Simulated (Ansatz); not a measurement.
# TiOF2 + HF: a complex and its separated parts, part 2 of 2

Ansatz 0.2.0, Gaussian basis. Earlier steps stand in the parts before.

## 14. wB97X-V/def2-TZVPP

The inputs:

parta/in.yaml

```yaml
crystal:
  periodic: [false, false, false]
  atoms:
    - {symbol: Ti, position_ang: [0.141935, 0.737931, 0.203364]}
    - {symbol: O, position_ang: [1.385394, 0.069532, -0.532103]}
    - {symbol: F, position_ang: [-0.962641, 1.682693, -0.838467]}
    - {symbol: F, position_ang: [0.173939, 0.684213, 1.990586]}
basis:
  gaussian: {orbitals: def2-TZVPP}
hamiltonian: {xc: {name: wB97X-V}}
```

partb/in.yaml

```yaml
crystal:
  periodic: [false, false, false]
  atoms:
    - {symbol: F, position_ang: [-0.732264, -1.400142, -0.199915]}
    - {symbol: H, position_ang: [-0.006263, -1.774228, -0.623565]}
basis:
  gaussian: {orbitals: def2-TZVPP}
hamiltonian: {xc: {name: wB97X-V}}
```

Each run has its own folder and the same command.

Command:

```console
$ ansatz run in.yaml --threads 4 --pin off --events-out ev --progress --plain --max-ram 9574MiB
```

Log of parta, shortened:

```text
Functional definition: wB97X-V
  name "wB97X-V"
  cite "Mardirossian & Head-Gordon, Phys. Chem. Chem. Phys. 16, 9904 (2014) doi:10.1039/C3CP54374A"
  cite "Becke, J. Chem. Phys. 107, 8554 (1997) doi:10.1063/1.475007"
  cite "Vydrov & Van Voorhis, J. Chem. Phys. 133, 244103 (2010) doi:10.1063/1.3521275"
[...]
      + integral(e_c_pw_opposite_spin*poly(b97_u_opposite, cos0, cos1)) + vv10(b, c)
943 factors; their error is unknown
162 factors; integrals over basis functions are off by at most 4.8e-5 eV
[...]
mean field -30598.17251511 eV, -1124.4620997440 hartree, gradient 5.0e-5 eV, S^2 0.000000; 0 other end points of the search recorded, 0 dependent functions left out
reference -30598.17251252 eV, -1124.4620996490 hartree; 24, 24 occupied and 133, 133 virtual orbitals, 943 factors
Total energy: -30598.17251252 eV, -1124.4620996490 hartree
```

partb printed, shortened:

```text
[... 5 set-up lines as earlier in the session ...]
[...]
      + integral(e_c_pw_opposite_spin*poly(b97_u_opposite, cos0, cos1)) + vv10(b, c)
215 factors; their error is unknown
48 factors; integrals over basis functions are off by at most 2.2e-5 eV
[...]
mean field -2733.49560702 eV, -100.4541107283 hartree, gradient 1.0e-5 eV, S^2 0.000000; 0 other end points of the search recorded, 0 dependent functions left out
reference -2733.49560643 eV, -100.4541107065 hartree; 5, 5 occupied and 40, 40 virtual orbitals, 215 factors
Total energy: -2733.49560643 eV, -100.4541107065 hartree
```

They took 6.5 s (parta), 0.61 s (partb) on 4 threads of Intel Xeon at 2.50GHz, shared host.

## 15. wB97M-V/def2-TZVPP

The same edit goes into each in.yaml of step 14 (parta, partb):

```diff
-hamiltonian: {xc: {name: wB97X-V}}
+hamiltonian: {xc: {name: wB97M-V}}
```

The same command starts each run, in its folder.

Command:

```console
$ ansatz run in.yaml --threads 4 --pin off --events-out ev --progress --plain --max-ram 9574MiB
```

Output in parta, shortened:

```text
Functional definition: wB97M-V
  name "wB97M-V"
  cite "Mardirossian & Head-Gordon, J. Chem. Phys. 144, 214110 (2016) doi:10.1063/1.4952647"
[... 2 set-up lines as earlier in the session ...]
  # Of w^i u^j: cxij and so on, Table III.
[...]
  gx(w, u) = 1 - cx + cx01*u + cx10*w
[...]
      + integral(e_c_pw_mod_opposite_spin*gos(b97_w_opposite, b97_u_opposite)) + vv10(b, c)
927 factors; their error is unknown
162 factors; integrals over basis functions are off by at most 4.8e-5 eV
[...]
mean field -30600.76085767 eV, -1124.5572195788 hartree, gradient 3.9e-5 eV, S^2 0.000000; 0 other end points of the search recorded, 0 dependent functions left out
reference -30600.76092132 eV, -1124.5572219177 hartree; 24, 24 occupied and 133, 133 virtual orbitals, 927 factors
Total energy: -30600.76092132 eV, -1124.5572219177 hartree
```

Log of partb, shortened:

```text
[... 5 set-up lines as earlier in the session ...]
  # Of w^i u^j: cxij and so on, Table III.
[...]
  gx(w, u) = 1 - cx + cx01*u + cx10*w
[...]
      + integral(e_c_pw_mod_opposite_spin*gos(b97_w_opposite, b97_u_opposite)) + vv10(b, c)
215 factors; their error is unknown
48 factors; integrals over basis functions are off by at most 2.2e-5 eV
[...]
mean field -2733.67553275 eV, -100.4607228767 hartree, gradient 1.2e-5 eV, S^2 0.000000; 0 other end points of the search recorded, 0 dependent functions left out
reference -2733.67554741 eV, -100.4607234156 hartree; 5, 5 occupied and 40, 40 virtual orbitals, 215 factors
Total energy: -2733.67554741 eV, -100.4607234156 hartree
```

They took 7.5 s (parta), 0.56 s (partb) on 4 threads of Intel Xeon at 2.50GHz, shared host.

## 16. B2PLYP/def2-TZVPP

Each input of step 15 (parta, partb) changes in the same lines:

```diff
-hamiltonian: {xc: {name: wB97M-V}}
+hamiltonian: {xc: {name: B2PLYP}}
```

One command serves all of them, each in its own folder.

Command:

```console
$ ansatz run in.yaml --threads 4 --pin off --events-out ev --progress --plain --max-ram 9574MiB
```

Log of parta, shortened:

```text
Functional definition: B2PLYP
  name "B2PLYP"
  cite "Grimme, J. Chem. Phys. 124, 034108 (2006) doi:10.1063/1.2148954"
[... 2 set-up lines as earlier in the session ...]
[...]
1073 factors; integrals over basis functions are off by at most 7.3e-4 eV
[...]
mean field -30585.15606560 eV, -1123.9837540473 hartree, gradient 2.5e-6 eV, S^2 0.000000; 0 other end points of the search recorded, 0 dependent functions left out
8 core orbitals not correlated: weight in the atoms' cores, before any rotation towards them, 1.000 or more for the frozen orbitals, at most 0.000 for the correlated occupied ones
reference -30585.15621906 eV, -1123.9837596869 hartree; 16, 16 occupied and 133, 133 virtual orbitals, 1073 factors
second order -40.87166663 eV of doubles, -0.00000000 eV of singles
Total energy: -30596.19156905 eV, -1124.3893013190 hartree
```

Output in partb, shortened:

```text
[... 5 set-up lines as earlier in the session ...]
[...]
287 factors; integrals over basis functions are off by at most 1.0e-3 eV
[...]
mean field -2730.72523262 eV, -100.3523013469 hartree, gradient 1.4e-6 eV, S^2 0.000000; 0 other end points of the search recorded, 0 dependent functions left out
1 core orbitals not correlated: weight in the atoms' cores, before any rotation towards them, 1.000 or more for the frozen orbitals, at most 0.000 for the correlated occupied ones
reference -2730.72528933 eV, -100.3523034307 hartree; 4, 4 occupied and 40, 40 virtual orbitals, 287 factors
second order -8.59405428 eV of doubles, -0.00000000 eV of singles
Total energy: -2733.04568398 eV, -100.4375763615 hartree
```

They took 5.5 s (parta), 0.46 s (partb) on 4 threads of Intel Xeon at 2.50GHz, shared host.

## 17. PBE-QIDH/def2-TZVPP

The same edit goes into each in.yaml of step 16 (parta, partb):

```diff
-hamiltonian: {xc: {name: B2PLYP}}
+hamiltonian: {xc: {name: PBE-QIDH}}
```

The same command starts each run, in its folder.

Command:

```console
$ ansatz run in.yaml --threads 4 --pin off --events-out ev --progress --plain --max-ram 9574MiB
```

Log of parta, shortened:

```text
Functional definition: PBE-QIDH
  name "PBE-QIDH"
  cite "Brémond, Sancho-García, Pérez-Jiménez & Adamo, J. Chem. Phys. 141, 031101 (2014) doi:10.1063/1.4890314"
[... 1 set-up line as earlier in the session ...]
[...]
1073 factors; integrals over basis functions are off by at most 7.3e-4 eV
[...]
mean field -30575.00417397 eV, -1123.6106789111 hartree, gradient 6.6e-6 eV, S^2 0.000000; 0 other end points of the search recorded, 0 dependent functions left out
8 core orbitals not correlated: weight in the atoms' cores, before any rotation towards them, 1.000 or more for the frozen orbitals, at most 0.000 for the correlated occupied ones
reference -30575.00418951 eV, -1123.6106794823 hartree; 16, 16 occupied and 133, 133 virtual orbitals, 1073 factors
second order -37.30612089 eV of doubles, -0.00000000 eV of singles
Total energy: -30587.43956314 eV, -1124.0676710342 hartree
```

Log of partb, shortened:

```text
[... 4 set-up lines as earlier in the session ...]
[...]
287 factors; integrals over basis functions are off by at most 1.0e-3 eV
[...]
mean field -2728.92248894 eV, -100.2860517385 hartree, gradient 3.8e-6 eV, S^2 0.000000; 0 other end points of the search recorded, 0 dependent functions left out
1 core orbitals not correlated: weight in the atoms' cores, before any rotation towards them, 1.000 or more for the frozen orbitals, at most 0.000 for the correlated occupied ones
reference -2728.92249230 eV, -100.2860518618 hartree; 4, 4 occupied and 40, 40 virtual orbitals, 287 factors
second order -8.07155244 eV of doubles, -0.00000000 eV of singles
Total energy: -2731.61300978 eV, -100.3849265554 hartree
```

Wall times: 6 s (parta), 0.46 s (partb) on 4 threads of Intel Xeon at 2.50GHz, shared host.

## 18. RPA on PBE/def2-TZVPP

The same edit goes into each in.yaml of step 17 (parta, partb):

```diff
-hamiltonian: {xc: {name: PBE-QIDH}}
+hamiltonian: {xc: pbe}
+correlation: {method: rpa}
```

Each run has its own folder and the same command.

Command:

```console
$ ansatz run in.yaml --threads 4 --pin off --events-out ev --progress --plain --max-ram 9574MiB
```

Log of parta, shortened:

```text
[... 4 set-up lines as earlier in the session ...]
[...]
1073 factors; integrals over basis functions are off by at most 7.3e-4 eV
[...]
mean field -30591.74512050 eV, -1124.2258973488 hartree, gradient 2.8e-6 eV, S^2 0.000000; 0 other end points of the search recorded, 0 dependent functions left out
8 core orbitals not correlated: weight in the atoms' cores, before any rotation towards them, 1.000 or more for the frozen orbitals, at most 0.000 for the correlated occupied ones
reference -30539.83278016 eV, -1122.3181540286 hartree; 16, 16 occupied and 133, 133 virtual orbitals, 1073 factors
Total energy: -30587.31488168 eV, -1124.0630890750 hartree
```

partb printed, shortened:

```text
[... 4 set-up lines as earlier in the session ...]
[...]
287 factors; integrals over basis functions are off by at most 1.0e-3 eV
[...]
mean field -2731.84358106 eV, -100.3933998938 hartree, gradient 9.3e-7 eV, S^2 0.000000; 0 other end points of the search recorded, 0 dependent functions left out
1 core orbitals not correlated: weight in the atoms' cores, before any rotation towards them, 1.000 or more for the frozen orbitals, at most 0.000 for the correlated occupied ones
reference -2722.68122675 eV, -100.0566895833 hartree; 4, 4 occupied and 40, 40 virtual orbitals, 287 factors
Total energy: -2733.63265932 eV, -100.4591473071 hartree
```

Wall times: 4.3 s (parta), 0.45 s (partb) on 4 threads of Intel Xeon at 2.50GHz, shared host.

## 19. CCSD(T)/def2-TZVPP

Each input of step 18 (parta, partb) changes in the same lines:

```diff
-hamiltonian: {xc: pbe}
-correlation: {method: rpa}
+correlation: {method: ccsd_t}
```

The same command starts each run, in its folder.

Command:

```console
$ ansatz run in.yaml --threads 4 --pin off --events-out ev --progress --plain --max-ram 9574MiB
```

Log of parta, shortened:

```text
Functional definition: HF
  name "HF"
  cite "Fock, Z. Phys. 61, 126 (1930) doi:10.1007/BF01340294"
[... 1 set-up line as earlier in the session ...]
[...]
1073 factors; integrals over basis functions are off by at most 7.3e-4 eV
[...]
mean field -30542.64800237 eV, -1122.4216115367 hartree, gradient 2.5e-6 eV, S^2 0.000000; 0 other end points of the search recorded, 0 dependent functions left out
8 core orbitals not correlated: weight in the atoms' cores, before any rotation towards them, 1.000 or more for the frozen orbitals, at most 0.000 for the correlated occupied ones
reference -30542.64800237 eV, -1122.4216115367 hartree; 16, 16 occupied and 133, 133 virtual orbitals, 1073 factors
second order -32.49192870 eV of doubles, -0.00000000 eV of singles
cycle   1  -29.52752268 eV  change     3.0e0 eV  update   3.1e-1
[...]
cycle  15  -31.50456990 eV  change    2.1e-6 eV  update   1.0e-5
perturbative correction -1.66296779 eV, -0.0611129390 hartree
Total energy: -30575.81554006 eV, -1123.6404960649 hartree
```

partb printed, shortened:

```text
[... 4 set-up lines as earlier in the session ...]
[...]
287 factors; integrals over basis functions are off by at most 1.0e-3 eV
[...]
mean field -2722.91269198 eV, -100.0651957736 hartree, gradient 4.5e-6 eV, S^2 0.000000; 0 other end points of the search recorded, 0 dependent functions left out
1 core orbitals not correlated: weight in the atoms' cores, before any rotation towards them, 1.000 or more for the frozen orbitals, at most 0.000 for the correlated occupied ones
reference -2722.91269198 eV, -100.0651957736 hartree; 4, 4 occupied and 40, 40 virtual orbitals, 287 factors
second order -7.36487165 eV of doubles, -0.00000000 eV of singles
cycle   1  -7.29622700 eV  change    6.9e-2 eV  update   3.9e-2
[...]
cycle   8  -7.43091039 eV  change    3.6e-7 eV  update   3.3e-6
perturbative correction -0.17033950 eV, -0.0062598612 hartree
Total energy: -2730.51394187 eV, -100.3445365549 hartree
```

Wall times: 21 s (parta), 0.56 s (partb) on 4 threads of Intel Xeon at 2.50GHz, shared host; peak memory 0.95 GiB.

## 20. Vibrations of TiOF2

The input, vib-parta/in.yaml:

```yaml
crystal:
  periodic: [false, false, false]
  atoms:
    - {symbol: Ti, position_ang: [0.141935, 0.737931, 0.203364]}
    - {symbol: O, position_ang: [1.385394, 0.069532, -0.532103]}
    - {symbol: F, position_ang: [-0.962641, 1.682693, -0.838467]}
    - {symbol: F, position_ang: [0.173939, 0.684213, 1.990586]}
basis:
  gaussian: {orbitals: def2-TZVP}
hamiltonian: {xc: pbe0, dispersion: d4}
phonons: {temperatures: {t_min: 298.15, t_max: 900, t_step: 200}}
```

Command:

```console
$ ansatz run in.yaml --threads 4 --pin off --events-out ev --progress --plain --max-ram 9574MiB
```

What it wrote, shortened:

```text
[... 5 set-up lines as earlier in the session ...]
[...]
929 factors; their error is unknown
[...]
mean field -30591.22025707 eV, -1124.2066089736 hartree, gradient 4.3e-5 eV, S^2 0.000000; 0 other end points of the search recorded, 0 dependent functions left out
[...]
Atom 1 at     1.385394     0.069532    -0.532103 Å, force     0.000117    -0.000240    -0.000131 eV/Å
Atom 2 at    -0.962641     1.682693    -0.838467 Å, force    -0.000432     0.000159    -0.000106 eV/Å
Atom 3 at     0.173939     0.684213     1.990586 Å, force    -0.000222    -0.000025     0.000416 eV/Å
Dipole moment:    -0.266696    -0.031506     0.096026 e Å
Vibrations: 33.64 198.57 273.92 676.80 790.84 1111.33 cm⁻¹, zero-point energy 0.191251 eV
```

Run time: 31 s. Hardware: 4 threads of Intel Xeon at 2.50GHz, shared host.

The modes, with what each moves most:

```
mode  wavenumber (cm⁻¹)          character
   1                 34  out-of-plane bend
   2                199               bend
   3                274               bend
   4                677       Ti–F stretch
   5                791       Ti–F stretch
   6               1111       Ti–O stretch
```

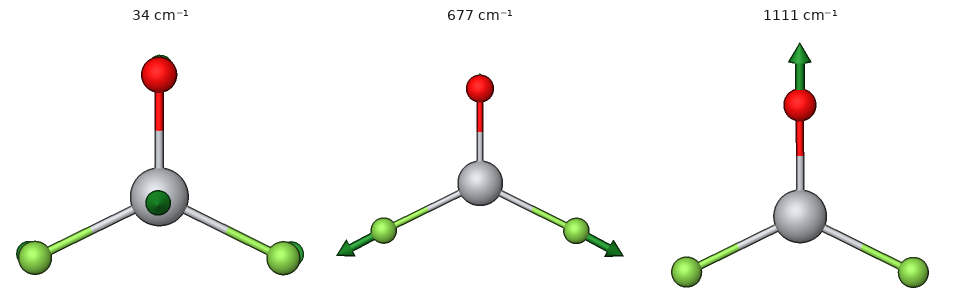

How the atoms move in 3 of the modes.

Vibrational sums (real modes only):

| T (K) | entropy (J/mol/K) | heat capacity (J/mol/K) |
| --- | --- | --- |
| 298 | 41.5 | 30.8 |
| 498 | 59.7 | 39.6 |
| 698 | 73.8 | 43.9 |
| 898 | 85.2 | 46.0 |

Modes under 50 cm⁻¹ weigh heavily in the entropy, and the harmonic picture is poor for them.

## 21. Vibrations of HF

The input, vib-partb/in.yaml:

```yaml
crystal:
  periodic: [false, false, false]
  atoms:
    - {symbol: F, position_ang: [-0.732264, -1.400142, -0.199915]}
    - {symbol: H, position_ang: [-0.006263, -1.774228, -0.623565]}
basis:
  gaussian: {orbitals: def2-TZVP}
hamiltonian: {xc: pbe0, dispersion: d4}
phonons: {temperatures: {t_min: 298.15, t_max: 900, t_step: 200}}
```

Command:

```console
$ ansatz run in.yaml --threads 4 --pin off --events-out ev --progress --plain --max-ram 9574MiB
```

What it wrote, shortened:

```text
[... 5 set-up lines as earlier in the session ...]
[...]
200 factors; their error is unknown
[...]
mean field -2731.80169997 eV, -100.3918607921 hartree, gradient 6.9e-6 eV, S^2 0.000000; 0 other end points of the search recorded, 0 dependent functions left out
[...]
reference -2731.80151826 eV, -100.3918541146 hartree; 5, 5 occupied and 32, 32 virtual orbitals, 200 factors
Total energy: -2731.80322170 eV, -100.3919167147 hartree
Atom 0 at    -0.732264    -1.400142    -0.199915 Å, force    -0.000022     0.000011     0.000013 eV/Å
Atom 1 at    -0.006263    -1.774228    -0.623565 Å, force     0.000022    -0.000011    -0.000013 eV/Å
Dipole moment:     0.316285    -0.162972    -0.184565 e Å
Vibrations: 4152.88 cm⁻¹, zero-point energy 0.257446 eV
```

Run time: 2.1 s. Hardware: 4 threads of Intel Xeon at 2.50GHz, shared host.

The modes, with what each moves most:

```
mode  wavenumber (cm⁻¹)    character
   1               4153  F–H stretch
```

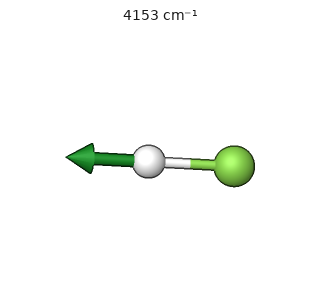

Displacements of 1 modes, as arrows.

Vibrational sums (real modes only):

```
T (K)  entropy (J/mol/K)  heat capacity (J/mol/K)
  298                0.0                      0.0
  498                0.0                      0.0
  698                0.0                      0.1
  898                0.1                      0.5
```

## 22. Complex less separated parts

The complex's own energies come from single points at the same levels.

Rows are in def2-TZVPP; times add the 3 runs of a level on a shared host, so small differences are noise.

| method | rung | complex less parts (eV) | from CCSD(T) (eV) | time |
| --- | --- | --- | --- | --- |
| SPW92 | LDA | -1.194 | -0.274 | 3.1 s |
| PBE-D4 | GGA | -0.915 | +0.005 | 4.8 s |
| BLYP-D4 | GGA | -0.901 | +0.019 | 4.9 s |
| r2SCAN-D4 | meta-GGA | -1.000 | -0.080 | 8.4 s |
| B97M-V | meta-GGA | -0.994 | -0.074 | 14 s |
| PBE0-D4 | hybrid | -0.904 | +0.016 | 6.5 s |
| B3LYP-D4 | hybrid | -0.913 | +0.007 | 6.8 s |
| r2SCAN0-D4 | hybrid | -0.976 | -0.056 | 10 s |
| BHLYP-D4 | hybrid | -0.949 | -0.029 | 7.6 s |
| CAM-B3LYP-D4 | range-separated hybrid | -0.967 | -0.047 | 9.4 s |
| wB97X-V | range-separated hybrid | -0.907 | +0.013 | 19 s |
| wB97M-V | range-separated hybrid | -0.934 | -0.014 | 21 s |
| B2PLYP | double hybrid | -0.869 | +0.051 | 19 s |
| PBE-QIDH | double hybrid | -0.879 | +0.041 | 19 s |
| RPA on PBE | RPA | -0.886 | +0.034 | 14 s |
| Hartree-Fock | wavefunction | -0.788 | +0.132 |  |
| MP2 | wavefunction | -0.848 | +0.072 |  |
| CCSD | wavefunction | -0.893 | +0.027 |  |
| CCSD(T) | wavefunction | -0.920 | 0 | 3.1 min |

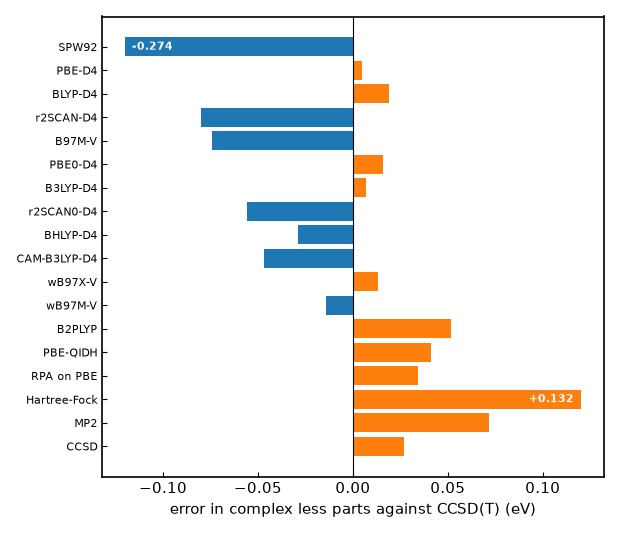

How far each level lands from CCSD(T). Bars with a number in them are cut short.

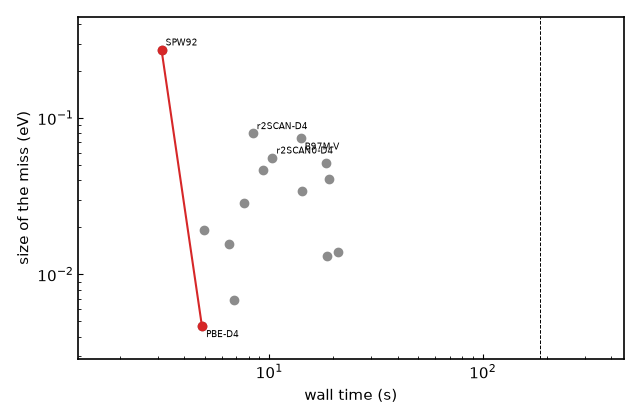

Miss against cost. Red marks the levels that no quicker level drawn beats (of those quicker than the yardstick), and the dashed line is the time of CCSD(T). Only those levels and the largest misses are named. Times are from a shared host.

PBE-D4 reaches 0.005 eV from the reference in 4.8 s, where CCSD(T) took 3.1 min; the quickest level in the cost chart, SPW92, takes 3.1 s and misses by 0.274 eV.

The complex's zero-point energy, from a separate PBE0-D4 run, is 0.529 eV.

## 23. Results

The summary covers parts 1 to 2.

```
                              quantity      value
complex less parts, CCSD(T)/def2-TZVPP  -0.920 eV
                with zero-point energy  -0.840 eV
                 largest T1 diagnostic      0.028
```

In words: At CCSD(T) the complex lies 0.920 eV below its parts. The functionals run from PBE-D4, off by +0.005 eV, to SPW92, off by -0.274 eV, against CCSD(T). Mean unsigned error by rung: LDA 0.274, GGA 0.012, meta-GGA 0.077, hybrid 0.027, range-separated hybrid 0.025, double hybrid 0.046 eV. PBE-D4 gives a relative energy 0.005 eV too high, inside chemical accuracy (1 kcal/mol, 0.043 eV). No counterpoise was applied, and triple zeta lacks some correlation, so the CCSD(T) reference has a basis error of its own, and close matches with it are partly luck. The T1 diagnostic is large here, over the usual mark for main-group molecules (transition-metal compounds often pass it harmlessly), so CCSD(T) itself may be off.
